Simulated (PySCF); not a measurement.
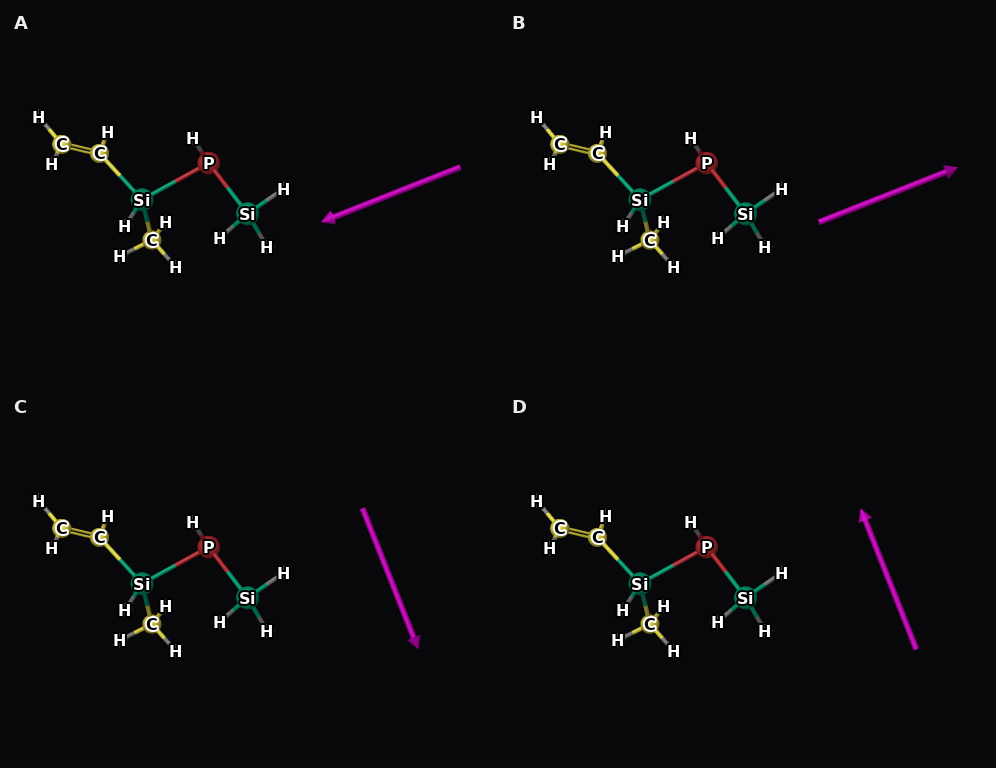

The same molecule four times, each with an arrow. Computed geometry: GFN2-xTB optimisation. No frequency run is at hand to confirm it as a minimum. Level of theory: PBE0/pcSseg-1, gas phase (PySCF 2.14.0).

> Which arrow points along the dipole moment, from the negative to the positive end?

A. The dipole moment is 1.18 D.

The geometry is semi-empirical. Around P, Si such bond lengths and angles can be off by a tenth of an ångström or more and by several degrees, and values that hang on the shape move with them.
